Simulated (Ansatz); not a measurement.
**Si2H4O: single-point calculation**

The run: single-point calculation of Si2H4O. Method and program: RKS HSE06 (plane-wave form)-D4/def2-TZVPP (Ansatz 0.2.0).

The geometry comes from this level: PBE0-D4/def2-TZVP.

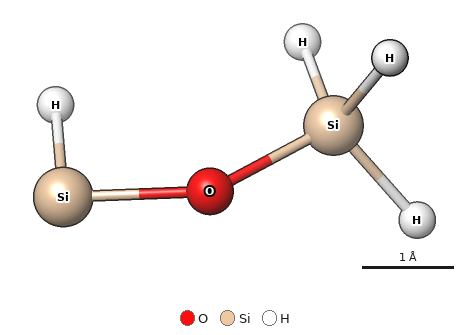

Fig. 1: The input geometry (ball-and-stick view, seen at a tilt). Bond lengths as drawn: H–Si 1.48 to 1.55 Å and O–Si 1.65 Å.

Key numbers:

- outcome: converged
- total energy: −17859.9166 eV
- mean-field energy: −17859.8038 eV
- dispersion energy: −0.1127 eV
- SCF solution under orbital rotations: stable
- HOMO: −6.16 eV
- LUMO: −2.61 eV
- hardware: 2 threads of Arm Neoverse V1, 23 GiB of memory available, shared host
- wall time: 2.5 s (CPU time 4.8 s)
- peak memory: 0.35 GiB

Input file:
```yaml
crystal:
  periodic: [false, false, false]
  atoms:
    - {symbol: O, position_ang: [-0.878991, -0.031078, 0.472831]}
    - {symbol: Si, position_ang: [-2.183016, 0.102050, -0.521867]}
    - {symbol: Si, position_ang: [0.772163, -0.075863, 0.462228]}
    - {symbol: H, position_ang: [1.269954, 0.036045, -0.933225]}
    - {symbol: H, position_ang: [-1.410879, 0.206120, -1.861207]}
    - {symbol: H, position_ang: [1.279510, 1.054919, 1.276713]}
    - {symbol: H, position_ang: [1.212460, -1.360194, 1.058927]}
basis:
  gaussian: {orbitals: def2-TZVPP}
hamiltonian: {xc: hse06, dispersion: d4}
output: {orbitals: {seedname: orbitals}}
```

Command:
```bash
ansatz run in.yaml --threads 2 --pin off --events-out ev --progress --plain --max-ram 4352MiB
```

Output:
```
Functional definition: HSE06
  name "HSE06"
  cite "Heyd, Scuseria & Ernzerhof, J. Chem. Phys. 118, 8207 (2003) doi:10.1063/1.1564060"
  cite "Krukau, Vydrov, Izmaylov & Scuseria, J. Chem. Phys. 125, 224106 (2006) doi:10.1063/1.2404663"
  cite "Heyd & Scuseria, J. Chem. Phys. 120, 7274 (2004) doi:10.1063/1.1668634"
  cite "Ernzerhof & Perdew, J. Chem. Phys. 109, 3313 (1998) doi:10.1063/1.476928"
  cite "Perdew, Burke & Ernzerhof, Phys. Rev. Lett. 77, 3865 (1996) doi:10.1103/PhysRevLett.77.3865"
  parent pbe
  parameter a = 0.25
  parameter omega = 0.11/bohr
  # The whole range is PBE's own exchange, as in plane waves. The composition of these papers is wPBEh.
  exchange = pbe_x - a*pbe_x_sr(omega) + a*exact_x_sr(omega)
  correlation = pbe_c
969 factors; their error is unknown
85 factors; integrals over basis functions are off by at most 1.4e-6 eV
mean field evaluation 1: about -17854.9122 eV, gradient 5.4e1 eV
mean field evaluation 2: about -17830.0813 eV, gradient 1.2e2 eV
mean field evaluation 4: about -17859.7503 eV, gradient 2.7e0 eV
mean field evaluation 8: about -17859.8038 eV, gradient 2.6e-2 eV
mean field -17859.80378704 eV, -656.3356833641 hartree, gradient 8.7e-5 eV, S^2 0.000000; 0 other end points of the search recorded, 0 dependent functions left out
reference -17859.80382720 eV, -656.3356848397 hartree; 20, 20 occupied and 151, 151 virtual orbitals, 969 factors
Total energy: -17859.91655931 eV, -656.3398276685 hartree
```

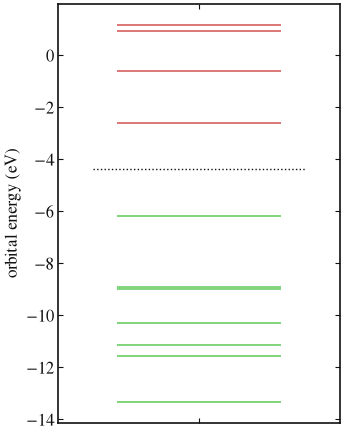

Fig. 2: Orbital energies near the frontier; the dotted line parts filled from empty levels, and levels within 0.02 eV of each other stand side by side. Highest filled −6.16 eV, lowest empty −2.61 eV, 3.55 eV apart.
